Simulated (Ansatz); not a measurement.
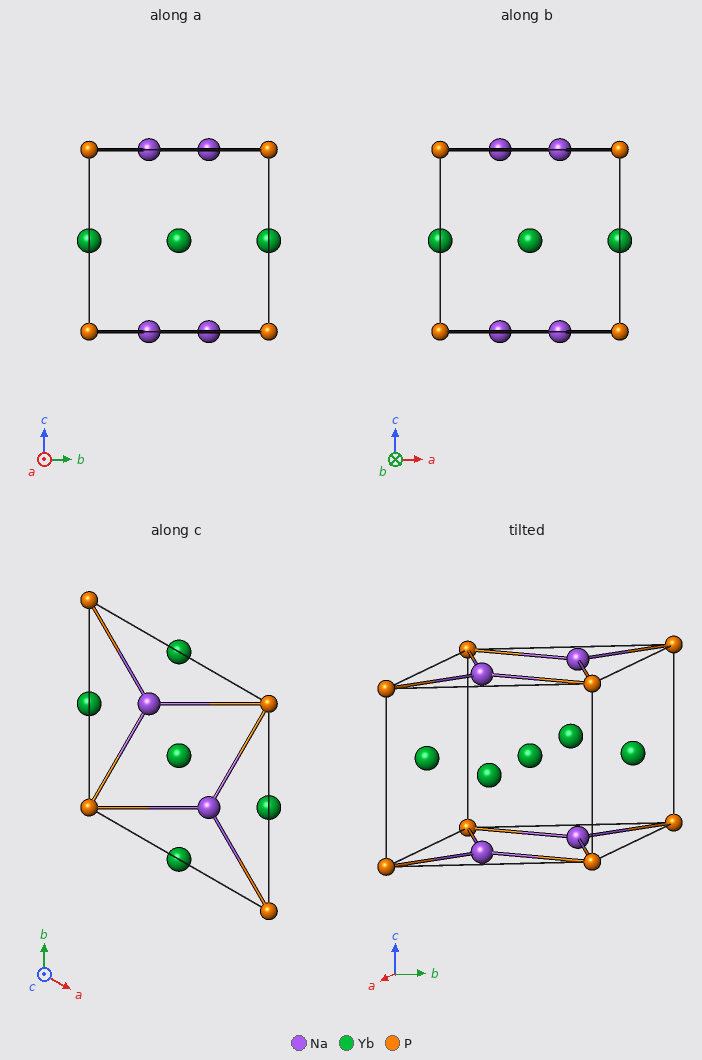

The structure above is drawn in ball-and-stick style and viewed along the a axis, along the b axis, along the c axis and slightly off an axis. Thin lines show the conventional unit cell, with boundary atoms drawn in all their periodic places.

Lattice parameters: a = 6.541 Å, b = 6.541 Å, c = 5.739 Å, α = 90.00°, β = 90.00°, γ = 120.00°.

**Transcribe the picture into a table of Wyckoff sites.**

Space group P6/mmm (No. 191).
| atom | site | x | y | z |
| --- | --- | --- | --- | --- |
| Na | 2c | 0.3333 | 0.6667 | 0.0000 |
| Yb | 3g | 0.5000 | 0.0000 | 0.5000 |
| P | 1a | 0.0000 | 0.0000 | 0.0000 |

The model was built from a structure type filled with these elements by a generator (whether the compound takes this form wasn't checked). Earlier steps of the study may have refined or changed the cell and positions. It was the input of a calculation with Ansatz.
